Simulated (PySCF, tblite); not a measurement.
# C₄H₈FOS radical: geometry, infrared bands and EPR parameters

Aim: predict the infrared bands and EPR parameters of C₄H₈FOS radical (`C[CH][S@@](=O)[C@H](C)F`).

The runs use tblite 0.8.0 and PySCF 2.14.0, with density-fitted response routines of our own; the level of theory stands in each step. All values are computed, except where a source is named. Atoms count from 0, in the outputs and in this text.

## Step 1: Starting geometry

15 atoms, charge 0, multiplicity 2; geometry from: force field or distance geometry start.

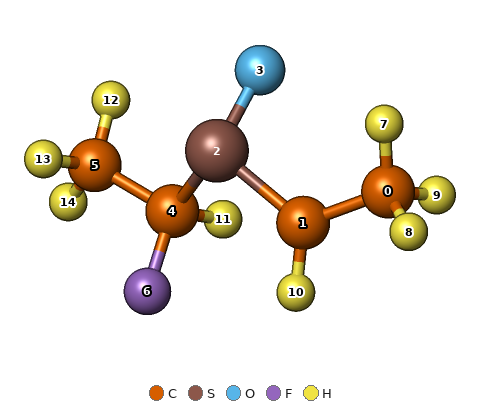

As it starts; carbon orange, sulfur brown, oxygen blue, fluorine purple, hydrogen yellow, atoms numbered.

## Step 2: Geometry optimisation with GFN2-xTB

The job: settings as JSON, then the geometry in Å.

```
{"job": {"kind": "relax", "xc": "GFN2-xTB", "basis": "xTB"}, "charge": 0, "multiplicity": 2}
C      2.759600     0.358200     0.036000
C      1.457400    -0.380600     0.086500
S     -0.009300     0.334900     0.794200
O      0.051500     1.804600     0.436500
C     -1.221800    -0.464500    -0.314900
C     -2.638300    -0.044200     0.025600
F     -1.135100    -1.816200    -0.212400
H      2.753700     1.244100     0.692900
H      3.576600    -0.292900     0.354600
H      2.943000     0.686300    -0.984100
H      1.452800    -1.393700    -0.310800
H     -0.985000    -0.195900    -1.353800
H     -2.774500     1.040100    -0.052000
H     -2.883800    -0.340100     1.049100
H     -3.351300    -0.532000    -0.633300
```

The run is started by

```
$ OMP_NUM_THREADS=1 python probes_run.py task.json out
```

One launch serves the whole session: the jobs run in the order shown.

What it wrote:

```text
step      E/eV     max force
  0    -668.85167    2.552
  1    -668.97783    1.122
  2    -669.00687    0.504
  3    -669.02196    0.293
  4    -669.02726    0.267
  5    -669.03834    0.331
  6    -669.04689    0.286
  7    -669.05563    0.215
  8    -669.06230    0.192
  9    -669.06819    0.192
 10    -669.07240    0.159
 11    -669.07544    0.122
 12    -669.07741    0.104
 13    -669.07896    0.096
 14    -669.08069    0.111
 15    -669.08269    0.122
 16    -669.08456    0.130
 17    -669.08591    0.094
 18    -669.08691    0.104
 19    -669.08810    0.111
 20    -669.08988    0.143
 21    -669.09225    0.146
 22    -669.09513    0.145
 23    -669.09875    0.188
 24    -669.10359    0.214
 25    -669.10921    0.230
 26    -669.11435    0.196
 27    -669.11762    0.140
 28    -669.11984    0.130
 29    -669.12254    0.194
 30    -669.12573    0.258
 31    -669.12893    0.226
 32    -669.13174    0.167
 33    -669.13403    0.160
 34    -669.13681    0.157
 35    -669.14232    0.183
 36    -669.14634    0.137
 37    -669.14897    0.125
 38    -669.15167    0.116
 39    -669.15479    0.167
 40    -669.15710    0.172
 41    -669.15819    0.122
 42    -669.15999    0.097
 43    -669.16156    0.079
 44    -669.16371    0.080
 45    -669.16532    0.093
 46    -669.16664    0.095
 47    -669.16761    0.101
 48    -669.16911    0.075
 49    -669.17025    0.075
 50    -669.17134    0.088
 51    -669.17222    0.071
 52    -669.17324    0.079
 53    -669.17458    0.112
 54    -669.17615    0.117
 55    -669.17739    0.084
 56    -669.17806    0.057
 57    -669.17830    0.059
 58    -669.17873    0.042
 59    -669.17909    0.050
 60    -669.17944    0.048
 61    -669.17964    0.037
 62    -669.17979    0.026
 63    -669.17990    0.026
 64    -669.18003    0.027
 65    -669.18012    0.020
 66    -669.18020    0.023
 67    -669.18027    0.020
 68    -669.18033    0.019
 69    -669.18039    0.017
 70    -669.18046    0.020
 71    -669.18053    0.019
 72    -669.18059    0.020
 73    -669.18064    0.018
 74    -669.18068    0.015
 75    -669.18072    0.016
 76    -669.18078    0.019
 77    -669.18086    0.021
 78    -669.18095    0.023
 79    -669.18102    0.022
 80    -669.18109    0.022
 81    -669.18118    0.025
 82    -669.18126    0.024
 83    -669.18133    0.017
 84    -669.18136    0.016
 85    -669.18139    0.014
 86    -669.18141    0.010
 87    -669.18144    0.010
```

Run time: 0.4 s. Hardware: 1 thread of Arm Neoverse V2, shared host.

The steps of the relaxation: (not every step is listed)

| step | energy from step 0 (eV) | largest force (eV/Å) |
| --- | --- | --- |
| 0 | 0.0000 | 2.5515 |
| 1 | -0.1262 | 1.1221 |
| 2 | -0.1552 | 0.5044 |
| 3 | -0.1703 | 0.2934 |
| 4 | -0.1756 | 0.2666 |
| 5 | -0.1867 | 0.3312 |
| 6 | -0.1952 | 0.2860 |
| 7 | -0.2040 | 0.2147 |
| 8 | -0.2106 | 0.1918 |
| 15 | -0.2310 | 0.1224 |
| 22 | -0.2435 | 0.1446 |
| 29 | -0.2709 | 0.1936 |
| 36 | -0.2947 | 0.1365 |
| 43 | -0.3099 | 0.0788 |
| 50 | -0.3197 | 0.0875 |
| 57 | -0.3266 | 0.0593 |
| 64 | -0.3284 | 0.0269 |
| 71 | -0.3289 | 0.0187 |
| 78 | -0.3293 | 0.0233 |
| 82 | -0.3296 | 0.0237 |
| 83 | -0.3297 | 0.0169 |
| 84 | -0.3297 | 0.0158 |
| 85 | -0.3297 | 0.0136 |
| 86 | -0.3297 | 0.0099 |
| 87 | -0.3298 | 0.0104 |

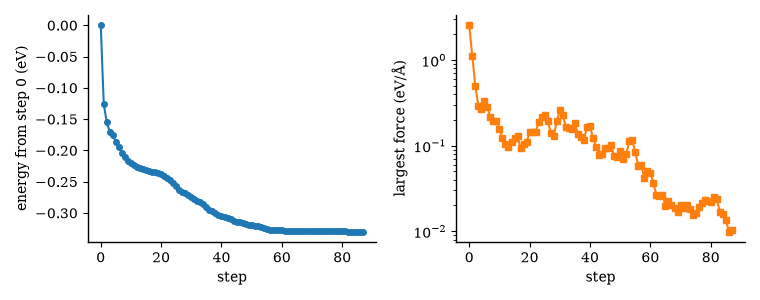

Energy and largest force along the relaxation.

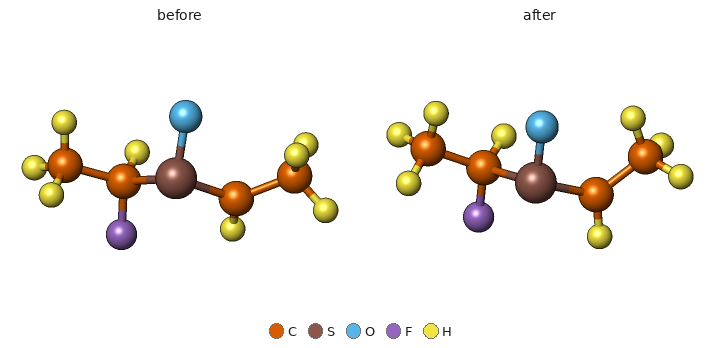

The geometry before (left) and after (right).

Close pairs (by a distance rule), those that changed most:

| bond | before (Å) | after (Å) | change (Å) |
| --- | --- | --- | --- |
| S2–C4 | 1.827 | 1.934 | +0.107 |
| S2–O3 | 1.514 | 1.464 | -0.050 |
| C1–S2 | 1.779 | 1.737 | -0.041 |
| C0–C1 | 1.498 | 1.469 | -0.029 |
| C0–H7 | 1.103 | 1.090 | -0.013 |
| C1–H10 | 1.088 | 1.076 | -0.013 |
| C4–C5 | 1.516 | 1.505 | -0.011 |
| C5–H12 | 1.096 | 1.087 | -0.009 |

The final coordinates are the input of the step that follows.

## Step 3: Vibrational analysis with GFN2-xTB

The job: settings as JSON, then the geometry in Å.

```
{"job": {"kind": "ir", "xc": "GFN2-xTB", "basis": "xTB"}, "charge": 0, "multiplicity": 2}
C      2.558666     0.412605    -0.154991
C      1.502214    -0.541378     0.209596
S      0.058239     0.002024     1.008322
O      0.055911     1.465489     0.969508
C     -1.194557    -0.469919    -0.387842
C     -2.551398     0.059476    -0.006909
F     -1.185480    -1.832519    -0.488662
H      2.164222     1.425192    -0.074175
H      3.436943     0.323422     0.492086
H      2.902086     0.236978    -1.177761
H      1.695836    -1.597320     0.277411
H     -0.805793    -0.058263    -1.322834
H     -2.459007     1.119478     0.215716
H     -2.918957    -0.461780     0.874460
H     -3.263339    -0.075496    -0.819689
```

What it wrote:

```text
mode    cm-1     km/mol
  1      42.0      5.98
  2      71.0      1.02
  3     124.5      5.61
  4     149.4      1.25
  5     182.8      0.42
  6     218.9      6.90
  7     244.2      2.61
  8     278.1     21.00
  9     318.0      2.13
 10     427.1      8.50
 11     472.0      8.22
 12     509.7     16.82
 13     591.0     30.57
 14     690.9      8.58
 15     912.4     27.84
 16     967.6      0.68
 17     980.2     17.17
 18     985.2     17.88
 19    1096.6     86.47
 20    1107.1     37.69
 21    1122.7    239.08
 22    1142.6     18.33
 23    1154.9     76.54
 24    1236.7     42.24
 25    1271.4     19.35
 26    1385.9     18.56
 27    1391.3     18.48
 28    1440.0     10.15
 29    1459.6      8.28
 30    1461.8      7.10
 31    1468.2      5.97
 32    2921.6     14.04
 33    2947.1     13.28
 34    2961.3     16.34
 35    3019.8      5.28
 36    3020.2     13.85
 37    3044.0      8.57
 38    3051.9      4.18
 39    3114.8     16.15
```

Wall time 0.33 s (1 thread of Arm Neoverse V2, shared host).

The strongest bands and the atoms that carry them (share of the mass-weighted mode):

| cm⁻¹ | km/mol | atoms |
| --- | --- | --- |
| 278 | 21.0 | S2 33 %, F6 20 %, C4 12 %, C1 11 % |
| 591 | 30.6 | C4 41 %, S2 28 % |
| 912 | 27.8 | H12 28 %, F6 25 %, C5 20 %, C4 16 % |
| 1097 | 86.5 | C4 39 %, C5 22 %, H14 13 %, H13 11 % |
| 1107 | 37.7 | C4 40 %, H11 18 %, F6 16 % |
| 1123 | 239.1 | O3 47 %, S2 24 % |
| 1155 | 76.5 | H11 26 %, O3 12 %, C0 11 % |
| 1237 | 42.2 | C1 41 %, H10 31 %, C0 10 % |

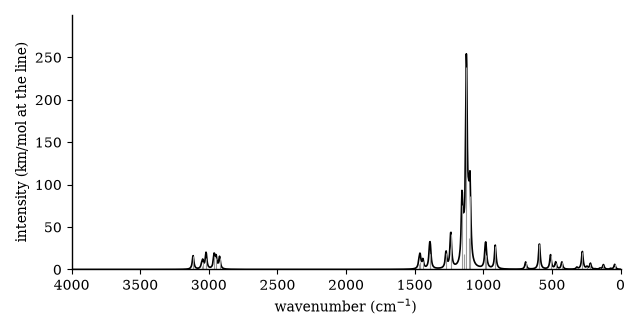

The infrared spectrum from these modes, unscaled. Lines are broadened to a width of 14 cm⁻¹ (Lorentzian).

## Step 4: EPR parameters: B3LYP/pcH-1

Same as in step 3 but for these lines:

```diff
@@ -1,2 +1,2 @@
-{"job": {"kind": "ir", "xc": "GFN2-xTB", "basis": "xTB"}, "charge": 0, "multiplicity": 2}
+{"job": {"kind": "epr", "basis": "pcH-1"}, "charge": 0, "multiplicity": 2}
 C      2.558666     0.412605    -0.154991
```

With the program's defaults for keys left out, this is: UKS B3LYP, pcH-1 on C F H O S, non-relativistic, mean-field spin-orbit, GIAO.

What it wrote:

```text
UKS, coarse grid
  cycle   1  E = -730.19858808  |g| = 7.74e-01
  cycle   2  E = -728.61548188  |g| = 2.01e+00
  cycle   3  E = -730.34933718  |g| = 3.72e-01
  cycle   4  E = -730.40724749  |g| = 1.32e-01
  cycle   5  E = -730.41322657  |g| = 4.35e-02
  cycle   6  E = -730.41405255  |g| = 1.37e-02
  cycle   7  E = -730.41416108  |g| = 4.02e-03
  cycle   8  E = -730.41417514  |g| = 2.12e-03
  cycle   9  E = -730.41417870  |g| = 8.44e-04
UKS, final grid
  cycle   1  E = -730.41420221  |g| = 1.28e-03
  cycle   2  E = -730.41420042  |g| = 2.56e-03
  cycle   3  E = -730.41420289  |g| = 2.62e-04
  cycle   4  E = -730.41420293  |g| = 6.18e-05
  cycle   5  E = -730.41420293  |g| = 4.80e-05
  cycle   6  E = -730.41420293  |g| = 1.40e-05
E = -730.41420293 Eh   <S^2> = 0.7573 (exact 0.7500)
g shifts (ppm)      1          2          3
  rmc          -149       -149       -149
  gc             38         16         32
  oz_so        -785         -8       1538
  total        -896       -141       1422
hyperfine (MHz)  atom isotope    a_iso     a_fc   dipolar eigenvalues
    0   13C     -29.93     -29.94     -2.89      0.92      1.97
    1   13C      93.32      93.31    -72.64    -71.67    144.30
    2   33S      23.24      23.26    -11.24     -1.30     12.54
    3   17O       0.60       0.60     -6.94     -0.45      7.39
    4   13C     101.88     101.92    -13.25    -12.16     25.41
    5   13C       1.58       1.58     -1.41     -1.39      2.80
    6   19F       9.28       9.20    -18.51     -7.00     25.51
    7    1H       3.43       3.42     -4.19     -3.78      7.97
    8    1H     126.35     126.34     -4.82     -3.28      8.10
    9    1H     105.24     105.23     -5.41     -3.12      8.54
   10    1H     -48.43     -48.46    -33.59     -1.50     35.09
   11    1H      -5.40      -5.40     -7.63      0.26      7.37
   12    1H       2.97       2.97     -1.91     -1.32      3.23
   13    1H      -0.43      -0.43     -1.90     -0.83      2.73
   14    1H      13.67      13.67     -1.74     -0.49      2.23
```

It took 61 s on 1 thread of Arm Neoverse V2, shared host; peak memory 1 GiB.

Principal g values 2.00142, 2.00218, 2.00374; g(iso) = 2.00245, against 2.00232 for a free electron.

Hyperfine couplings; where a row names several nuclei, a(iso) is their mean (it holds for fast rotation or exchange) and the dipolar term the largest among them:

| nuclei | isotope | a(iso) (MHz) | a(iso) (G, at g = 2.0023) | largest dipolar term (MHz) |
| --- | --- | --- | --- | --- |
| C4 | 13C | 101.9 | 36.4 | 25.4 |
| C1 | 13C | 93.3 | 33.3 | 144.3 |
| H7, H8, H9 | 1H | 78.3 | 28.0 | 8.5 |
| H10 | 1H | -48.4 | -17.3 | 35.1 |
| C0 | 13C | -29.9 | -10.7 | -2.9 |
| S2 | 33S | 23.2 | 8.3 | 12.5 |
| F6 | 19F | 9.3 | 3.3 | 25.5 |
| H12, H13, H14 | 1H | 5.4 | 1.9 | 3.2 |
| H11 | 1H | -5.4 | -1.9 | -7.6 |
| C5 | 13C | 1.6 | 0.6 | 2.8 |
| O3 | 17O | 0.6 | 0.2 | 7.4 |

Mulliken spin populations:

C0 -0.07; C1 0.89; S2 0.00; O3 0.00; C4 0.11; C5 0.00; F6 0.00; H7 0.00; H8 0.05; H9 0.04; H10 -0.03; H11 0.00; H12 0.00; H13 0.00; H14 0.01

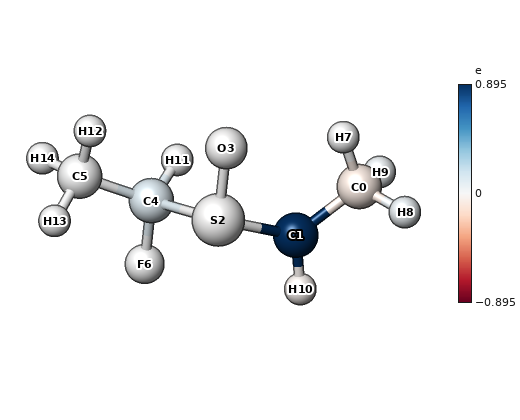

Mulliken spin populations, as colours on the atoms.

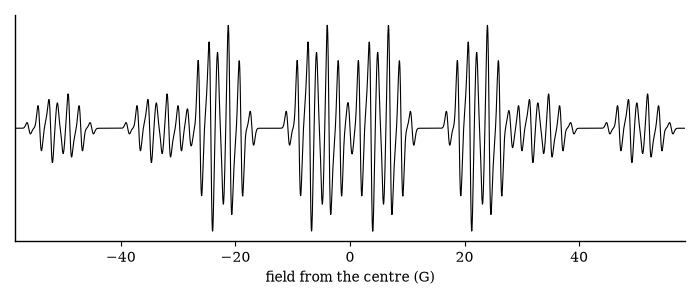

First-order isotropic spectrum (first derivative, main isotopes with spin only, couplings over 0.8 MHz, Gaussian width 0.3 G; couplings of the frozen geometry, rotation of groups not averaged beyond the rows shown).

Orbitals, density, ELF and potential are computed afterwards from the orbital file.

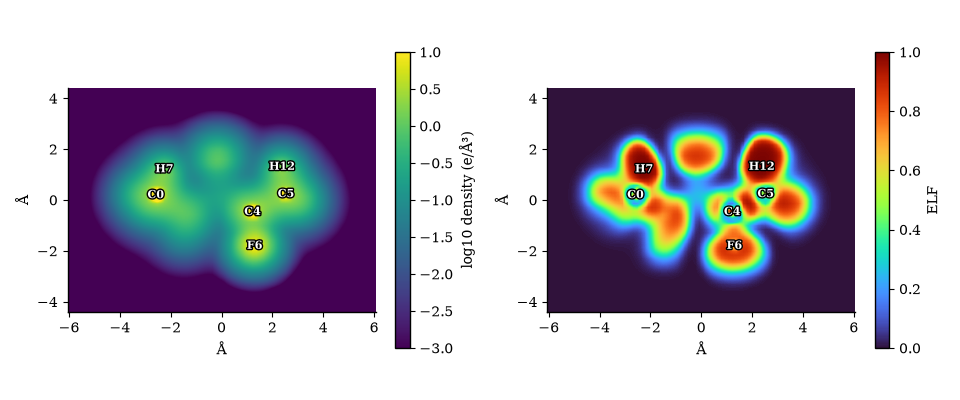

Density (left) and ELF (right) in a plane through or near 6 of the atoms.

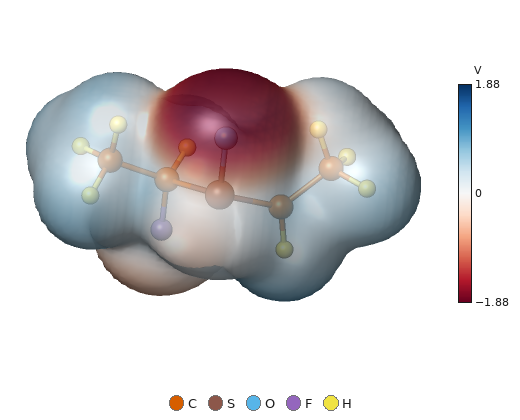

Electrostatic potential on the surface of density 0.002 e/bohr³; red is low, blue high. It runs from -1.88 V near O3 to 1.04 V near H10.

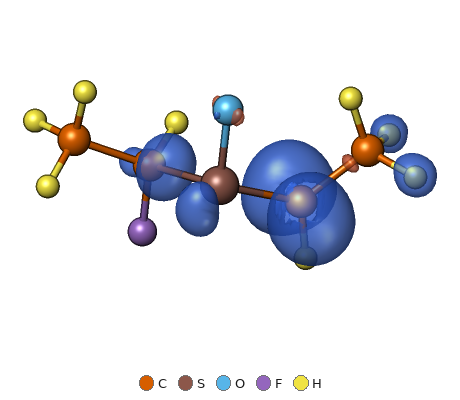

Spin density at ±0.04 e/Å³ (alpha excess blue, beta excess red).

## Step 5: Summary of results

| quantity | value |
| --- | --- |
| strongest single infrared mode (GFN2-xTB) | 1123 cm⁻¹, 239 km/mol |
| zero-point energy (GFN2-xTB) | 70.0 kcal/mol |
| g(iso) (B3LYP) | 2.00245 |
| ⟨S²⟩ | 0.757 (exact 0.75) |
| largest a(iso) (averaged by class) | 13C on C4, 101.9 MHz |
| surface potential, least and greatest | -1.88 V and 1.04 V |

Relaxing lowered the energy by 0.330 eV in 87 steps; the close pair that moved most is S2–C4, from 1.827 to 1.934 Å. No mode is imaginary among the 39: a minimum at this level. The strongest single mode, at 1123 cm⁻¹, moves mainly O3 and S2. GFN2-xTB is a fitted tight-binding method: band positions and strengths are rough. Its intensities can rank the bands wrongly. C1 carries the largest spin population, 0.89 e. The isotropic g lies 0.1 ppt above the free-electron value.
